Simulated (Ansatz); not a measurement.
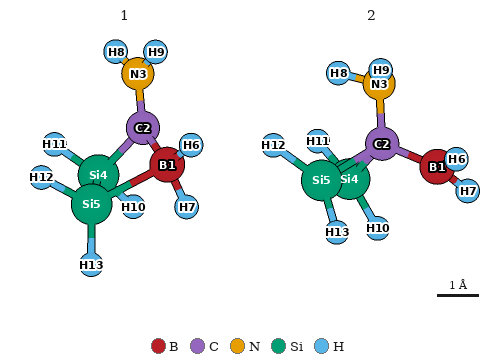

Two geometries of CH8BNSi2 (coarse preliminary run), drawn at one scale. One is the start of a relaxation, the other its converged end. The picture is a ball-and-stick view, seen at a tilt.

All numbers below come from Ansatz, RKS PBE-D4/def2-SVP. Set-up: force threshold 0.03 eV/Å; at most 200 steps.

> Which geometry has the lower energy?

Structure 1 is the relaxed one. The start comes from a force field. H7 moves most after the best rigid fit: 1.12 Å. Largest moves by element: H 1.12 Å, Si 0.74 Å, B 0.69 Å, C 0.51 Å, N 0.36 Å. Near-neighbour distances that change, for instance: B1–Si5 2.848 → 2.082 Å, C2–Si5 1.851 → 2.515 Å, C2–N3 1.467 → 1.329 Å, Si4–Si5 2.250 → 2.347 Å. New bonds form: B1–Si5 (2.85 → 2.08 Å). Bonds break: C2–Si5 (1.85 → 2.52 Å). Bond angles that change, for instance: C2–Si4–Si5 52.3° → 71.4°, H10–Si4–H11 128.1° → 109.5°, H12–Si5–H13 126.4° → 109.8°. The energy falls by 210.5 kJ/mol in 16 accepted moves (17 points after the start). Largest force component: 2.4 eV/Å at the start, 0.027 eV/Å at the end. The line search rejected the trial step at point 12 of the run.
